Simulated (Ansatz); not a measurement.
**Site preference of P in place of Si in amorphous Si (169 atoms)**

Aim: make P in place of Si at several sites of amorphous Si (169 atoms), relax each, and compare their energies.

Method: Kohn-Sham DFT, LDA, PAW (set soft_2), plane waves, in Ansatz 0.2.0.

## Step 1: The starting structure

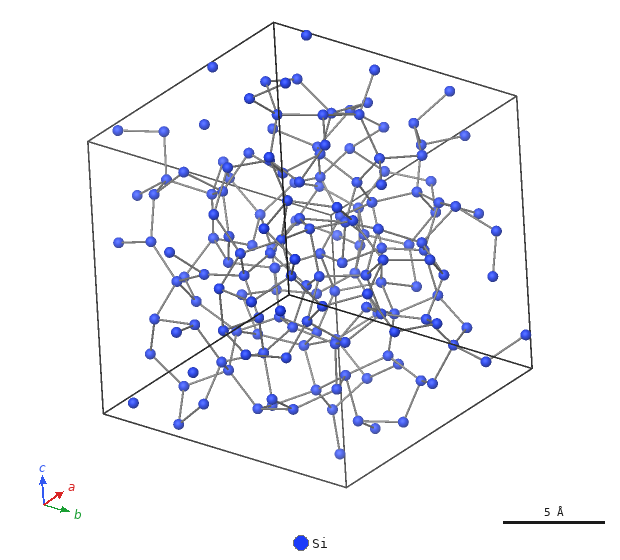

The starting structure, seen from a free direction (silicon blue). Bonds to atoms that aren't drawn are left out. Some periodic images of atoms are drawn too.

The cell holds 169 atoms: 169 Si. Cell: a = 15.165 Å, b = 15.165 Å, c = 15.165 Å, α = 90.0°, β = 90.0°, γ = 90.0°. 169 atoms (169 Si) placed at random at 2.26 g/cm³, melted at 2500 K for 20 ps at fixed volume with the modified Tersoff potential (Kumagai, Izumi, Hara and Sakai, Comput. Mater. Sci. 39, 457 (2007)). Quenched from 2500 K to 300 K at 20 K/ps and fixed volume, held 5 ps. The starting density is a measured one.

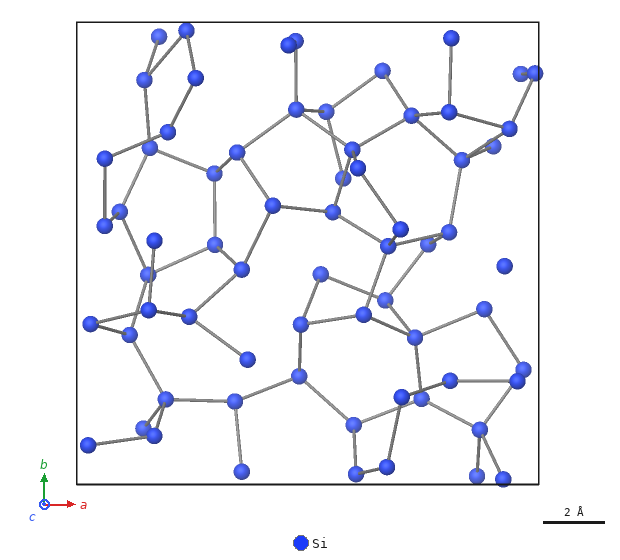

A slice 6 Å thick through the middle of the cell. Bonds to atoms that aren't drawn are left out.

Limits known from the start: The quench rate of 20 K/ps far exceeds what a furnace or splat quench reaches, so expect more defects and frozen-in strain than in a real sample. The starting topology of bonds comes from the classical model, and needn't be the one that DFT or experiment would give. Only the Γ point is sampled, in a cell whose shortest periodic width is 15 Å.

## Step 2: Single point at the start

A single point comes first, to see the forces before anything moves.

input.yaml

```yaml
crystal:
  lattice:
    - [15.1647, 0.0, 0.0]
    - [0.0, 15.1647, 0.0]
    - [0.0, 0.0, 15.1647]
  atoms:
    - { symbol: Si, position: [0.96138, 0.88831, 0.32436] }
    - { symbol: Si, position: [0.33305, 0.9789, 0.30183] }
    - { symbol: Si, position: [0.1684, 0.52752, 0.68744] }
    - { symbol: Si, position: [0.72457, 0.7981, 0.50002] }
    - { symbol: Si, position: [0.42802, 0.61947, 0.8501] }
    - { symbol: Si, position: [0.49275, 0.37979, 0.9342] }
    - { symbol: Si, position: [0.60462, 0.02234, 0.47352] }
    - { symbol: Si, position: [0.52825, 0.45468, 0.36311] }
    - { symbol: Si, position: [0.25767, 0.87943, 0.64212] }
    - { symbol: Si, position: [0.18579, 0.27277, 0.02843] }
    - { symbol: Si, position: [0.89571, 0.51712, 0.04961] }
    - { symbol: Si, position: [0.60873, 0.68434, 0.69558] }
    - { symbol: Si, position: [0.73208, 0.3179, 0.4452] }
    - { symbol: Si, position: [0.14451, 0.12108, 0.31771] }
    - { symbol: Si, position: [0.9374, 0.66258, 0.10091] }
    - { symbol: Si, position: [0.85828, 0.52528, 0.70427] }
    - { symbol: Si, position: [0.34243, 0.17963, 0.41096] }
    - { symbol: Si, position: [0.35735, 0.02762, 0.44414] }
    - { symbol: Si, position: [0.03013, 0.34713, 0.583] }
    - { symbol: Si, position: [0.46623, 0.71885, 0.96478] }
    - { symbol: Si, position: [0.90785, 0.47629, 0.29687] }
    - { symbol: Si, position: [0.54792, 0.98567, 0.88105] }
    - { symbol: Si, position: [0.76585, 0.40888, 0.8797] }
    - { symbol: Si, position: [0.64274, 0.58689, 0.9924] }
    - { symbol: Si, position: [0.76066, 0.51949, 0.31749] }
    - { symbol: Si, position: [0.92612, 0.4724, 0.56424] }
    - { symbol: Si, position: [0.38182, 0.24483, 0.71625] }
    - { symbol: Si, position: [0.84242, 0.68951, 0.885] }
    - { symbol: Si, position: [0.14663, 0.87525, 0.44614] }
    - { symbol: Si, position: [0.17943, 0.1755, 0.8287] }
    - { symbol: Si, position: [0.99196, 0.88963, 0.47787] }
    - { symbol: Si, position: [0.59651, 0.7245, 0.54396] }
    [... 131 atom lines left out ...]
    - { symbol: Si, position: [0.31906, 0.06837, 0.17823] }
    - { symbol: Si, position: [0.72675, 0.95651, 0.25735] }
    - { symbol: Si, position: [0.79449, 0.15841, 0.79393] }
    - { symbol: Si, position: [0.21191, 0.94321, 0.78073] }
    - { symbol: Si, position: [0.59947, 0.12857, 0.3612] }
    - { symbol: Si, position: [0.36995, 0.27006, 0.56282] }
kpoints:
  mp_grid: { grid: [1, 1, 1] }
hamiltonian:
  xc: lda
scf:
  occupations: { method: fermi_dirac, width: 0.025 }
output:
  forces: true
```

The run is started by

```
$ ansatz run input.yaml --threads 4 --pin off --max-ram 8192MiB --backend cpu --events-out ev --progress --plain --runs-dir out
```

Numbers of over 12 decimals in the logs are rounded to 6 here.

The log of the run:

```text
[...]
Pseudopotentials: kind: paw
Pseudopotential: Si, paw, valence charge 4, recommended cutoff 420 eV (normal), Si.paw.azcp
[... 3 lines on functional and potentials left out ...]
Crystal: 169 atoms, lattice volume = 3487.398 Å³
Basis set: ecut = 420 eV, 68243 PW (Γ)
Bands: 507, of which v1, the nominal top of the filled ones, is band 338 counted from 1 (337 counted from 0)
Symmetry: 1 space group operations
Space group: P1 (ITA 1), of the structure as read, at distance tolerance 1.5e-4 Å
k-points: 1
[... 4 lines on functional and potentials left out ...]
Initial density: superposition of atomic densities (neutral atoms: chi_scale 0, normalization atom), corrected by the library's trained network
Initial wavefunctions: pseudopotential atomic-orbital guess
[...]
SCF iter   1: F=—  HF=-102811.989821 eV  |F-HF|=—  |Δ(HF+E_count)|=         —  Δρ=4.84e-3  dr2=1.93e0  ethr=1.77e-3  ⟨swp⟩=6.0  Hψ=2353  notcnv=0  defer=84
preconditioner: auto → Resta (q_TF=auto, 2.076 Å⁻¹)  ε∞=5.8  [insulator: Δε(μ)=0.082 eV  Ē_g=7.457 eV  σ=0.025 eV  W_gap=0.67  n_scr=514 (ndim 8)  ℏωp=16.3 eV  f_vac=0.005  D(μ)=28.47/eV (n_scr^D=92)  ε∞_Penn≈5.8]
SCF iter   2: F=—  HF=-102811.722889 eV  |F-HF|=—  |Δ(HF+E_count)|=   2.67e-1  Δρ=2.52e-3  dr2=3.09e-1  ethr=2.85e-4  ⟨swp⟩=1.0  Hψ=584  notcnv=0  defer=128
SCF iter   3: F=—  HF=-102811.653251 eV  |F-HF|=—  |Δ(HF+E_count)|=   6.96e-2  Δρ=5.19e-4  dr2=1.89e-2  ethr=4.57e-5  ⟨swp⟩=4.0  Hψ=743  notcnv=0  defer=30
automatic band count: iteration 3 solves 392 bands in place of 507: the levels show a gap, and the empty bands left out lie too high to hold charge; the band table lists the bands solved (type scf.n_extra_bands for more)
SCF iter   4: F=—  HF=-102811.651332 eV  |F-HF|=—  |Δ(HF+E_count)|=   1.92e-3  Δρ=1.43e-4  dr2=2.70e-3  ethr=2.80e-6  ⟨swp⟩=3.0  Hψ=585  notcnv=0  defer=30
SCF iter   5: F=—  HF=-102811.651271 eV  |F-HF|=—  |Δ(HF+E_count)|=   6.12e-5  Δρ=4.22e-5  dr2=3.41e-4  ethr=3.99e-7  ⟨swp⟩=3.0  Hψ=677  notcnv=0  defer=30
SCF iter   6: F=—  HF=-102811.651300 eV  |F-HF|=—  |Δ(HF+E_count)|=   2.95e-5  Δρ=1.45e-5  dr2=3.19e-5  ethr=5.04e-8  ⟨swp⟩=2.0  Hψ=370  notcnv=0  defer=30
SCF iter   7: F=—  HF=-102811.652877 eV  |F-HF|=—  |Δ(HF+E_count)|=   1.58e-3  Δρ=5.42e-6  dr2=6.16e-6  ethr=4.72e-9  ⟨swp⟩=2.0  Hψ=699  notcnv=0  defer=30
SCF iter   8: F=—  HF=-102811.652878 eV  |F-HF|=—  |Δ(HF+E_count)|=   4.90e-7  Δρ=1.92e-6  dr2=8.53e-7  ethr=9.11e-10  ⟨swp⟩=3.0  Hψ=675  notcnv=0  defer=30
SCF iter   9: F=-102811.652878 eV  HF=-102811.652878 eV  |F-HF|=3.16e-8  |Δ(HF+E_count)|=   6.65e-8  Δρ=6.72e-7  dr2=8.42e-8  ethr=1.48e-11  ⟨swp⟩=3.0  Hψ=1452  notcnv=0
SCF 1 converged in 9 iterations: F = -102811.652878 eV  dr2 = 8.42e-8
[...]
SCF converged after 9 iterations
Free energy (F): -102811.652878 eV
Harris-Foulkes:  -102811.652878 eV  (|F-HF|=3.16e-8)
Internal energy: -102811.567976 eV  (E = F + TS)
E sigma→0 (E₀):  -102811.610427 eV
Entropy (-TS):   -0.084902 eV (-0.502 meV/atom)
Fermi energy:    5.892998 eV
--- Per-component energies (eV) ---
[...]
Σ components = -102811.652878   (vs F -102811.652878, Δ=0.00e0)
--- Forces (eV/Å), atoms counted from 1 ---
  atom   1  Si    -0.54750275    -0.70300028    -0.02178381
  atom   2  Si     0.30665426    -0.76574567    -0.15275568
  atom   3  Si    -0.19084557    -0.49750780    -0.99084788
  atom   4  Si    -0.07347484     0.12255513    -0.05358018
[...]
atom 169  Si    -0.04488481     0.19066804    -0.72212046
  max |Σ_I F_I| component: 1.78e-4 eV/Å
```

Elapsed: 42 s, on 4 threads of Arm Neoverse V2, shared host; peak memory 4 GiB; 2.7 min of CPU time.

The r.m.s. force at the start is 0.44 eV/Å.

## Step 3: Relaxation

The atoms are relaxed in the fixed cell, aiming at the force tolerance of the input.

input.yaml

```yaml
crystal:
  lattice:
    - [15.1647, 0.0, 0.0]
    - [0.0, 15.1647, 0.0]
    - [0.0, 0.0, 15.1647]
  atoms:
    [... the 169 atom lines of step 2 ...]
kpoints:
  mp_grid: { grid: [1, 1, 1] }
hamiltonian:
  xc: lda
scf:
  occupations: { method: fermi_dirac, width: 0.025 }
output:
  forces: true
relax:
  f_tol: 0.05
  max_steps: 120
```

The log of the run:

```text
[...]
Crystal: 169 atoms, lattice volume = 3487.398 Å³
Basis set: ecut = 420 eV, 68243 PW (Γ)
Bands: 507, of which v1, the nominal top of the filled ones, is band 338 counted from 1 (337 counted from 0)
Symmetry: 1 space group operations
[...]
k-points: 1
[...]
SCF iter   1: F=—  HF=-102811.989820 eV  |F-HF|=—  |Δ(HF+E_count)|=         —  Δρ=4.84e-3  dr2=1.93e0  ethr=1.77e-3  ⟨swp⟩=6.0  Hψ=2353  notcnv=0  defer=84
[...]
SCF iter   5: F=—  HF=-102811.652869 eV  |F-HF|=—  |Δ(HF+E_count)|=   1.19e-4  Δρ=4.23e-5  dr2=3.25e-4  ethr=4.30e-7  ⟨swp⟩=1.0  Hψ=507  notcnv=0  defer=145
SCF iter   6: F=-102811.652856 eV  HF=-102811.652875 eV  |F-HF|=1.91e-5  |Δ(HF+E_count)|=   5.28e-6  Δρ=1.52e-5  dr2=3.65e-5  ethr=9.25e-9  ⟨swp⟩=3.0  Hψ=1519  notcnv=0
SCF 1 converged in 6 iterations: F = -102811.652856 eV  dr2 = 3.65e-5
[...]
relax step   1: F+E_penalty+E_count = -102811.65285555 eV  Δ(F+E_penalty+E_count) = +0.000e0 eV  max|allowed force component| = 1.523e0 eV/Å  Δτ_max = 0.0000 Å  (6 SCF iters, dr2 threshold 6.25e-5 eV, accepted)
[...]
relax step   2: F+E_penalty+E_count = -102816.95295148 eV  Δ(F+E_penalty+E_count) = -5.300e0 eV  max|allowed force component| = 7.000e-1 eV/Å  Δτ_max = 0.1933 Å  (6 SCF iters, dr2 threshold 1.00e-4 eV, accepted)
[...]
relax step   3: F+E_penalty+E_count = -102818.27722011 eV  Δ(F+E_penalty+E_count) = -1.324e0 eV  max|allowed force component| = 4.684e-1 eV/Å  Δτ_max = 0.1948 Å  (7 SCF iters, dr2 threshold 3.06e-5 eV, accepted)
relax step   4: F+E_penalty+E_count = -102818.71621845 eV  Δ(F+E_penalty+E_count) = -4.390e-1 eV  max|allowed force component| = 2.808e-1 eV/Å  Δτ_max = 0.2000 Å  (7 SCF iters, dr2 threshold 4.64e-5 eV, accepted)
relax step   5: F+E_penalty+E_count = -102818.97353793 eV  Δ(F+E_penalty+E_count) = -2.573e-1 eV  max|allowed force component| = 3.675e-1 eV/Å  Δτ_max = 0.1951 Å  (7 SCF iters, dr2 threshold 2.83e-5 eV, accepted)
relax step   6: F+E_penalty+E_count = -102819.12400043 eV  Δ(F+E_penalty+E_count) = -1.505e-1 eV  max|allowed force component| = 1.808e-1 eV/Å  Δτ_max = 0.2000 Å  (7 SCF iters, dr2 threshold 4.85e-5 eV, accepted)
relax step   7: F+E_penalty+E_count = -102819.17491753 eV  Δ(F+E_penalty+E_count) = -5.092e-2 eV  max|allowed force component| = 1.711e-1 eV/Å  Δτ_max = 0.1394 Å  (7 SCF iters, dr2 threshold 7.92e-6 eV, accepted)
relax step   8: F+E_penalty+E_count = -102819.21000751 eV  Δ(F+E_penalty+E_count) = -3.509e-2 eV  max|allowed force component| = 1.117e-1 eV/Å  Δτ_max = 0.0545 Å  (7 SCF iters, dr2 threshold 7.09e-6 eV, accepted)
relax step   9: F+E_penalty+E_count = -102819.22905087 eV  Δ(F+E_penalty+E_count) = -1.904e-2 eV  max|allowed force component| = 5.238e-2 eV/Å  Δτ_max = 0.0719 Å  (7 SCF iters, dr2 threshold 5.32e-6 eV, accepted)
[...]
relax step  10: F+E_penalty+E_count = -102819.23611509 eV  Δ(F+E_penalty+E_count) = -7.064e-3 eV  max|allowed force component| = 3.219e-2 eV/Å  Δτ_max = 0.0269 Å  (8 SCF iters, accepted)
SCF converged after 8 iterations
Free energy (F): -102819.236115 eV
[...]
Internal energy: -102819.161911 eV  (E = F + TS)
E sigma→0 (E₀):  -102819.199013 eV
Entropy (-TS):   -0.074204 eV (-0.439 meV/atom)
Fermi energy:    5.870011 eV
[...]
Σ components = -102819.236115   (vs F -102819.236115, Δ=0.00e0)
--- Forces (eV/Å), atoms counted from 1 ---
  atom   1  Si    -0.01674759    -0.00705170    -0.00205882
  atom   2  Si    -0.00243096     0.00675041     0.00390786
  atom   3  Si     0.00275379     0.00037872    -0.00714834
  atom   4  Si    -0.00034208     0.00124570    -0.00449057
[...]
atom 169  Si     0.00953003     0.00807307     0.00709714
  max |Σ_I F_I| component: 1.58e-4 eV/Å
--- Relaxed structure (10 steps of the walk, 10 accepted, 0 SCFs on fresh bases) ---
  F+E_penalty+E_count = -102819.23611509 eV   max|allowed force component| = 3.219e-2 eV/Å
  atoms:
    - { symbol: Si, position: [0.946991, 0.871422, 0.326420] }
    - { symbol: Si, position: [0.326301, 0.972648, 0.298660] }
    - { symbol: Si, position: [0.157538, 0.508673, 0.680733] }
    - { symbol: Si, position: [0.719825, 0.796672, 0.489737] }
[...]
- { symbol: Si, position: [0.368844, 0.271877, 0.557143] }
```

Elapsed: 5.8 min, on 4 threads; peak memory 3.9 GiB; 23 min of CPU time.

The relaxation converged after 10 steps, 7.58 eV below its start, with a largest force component of 0.032 eV/Å.

(Part 1 of 3 ends here.)

[Logs are printed without paths, hosts, clocks, repeated set-up lines and the standing remarks that a program may print on its own settings, such as how far it seeks lower states.]

[Hosts, paths, dates, database ids (printed as entryN), source tags and the programs' standing remarks are cut or masked in the printed files.]
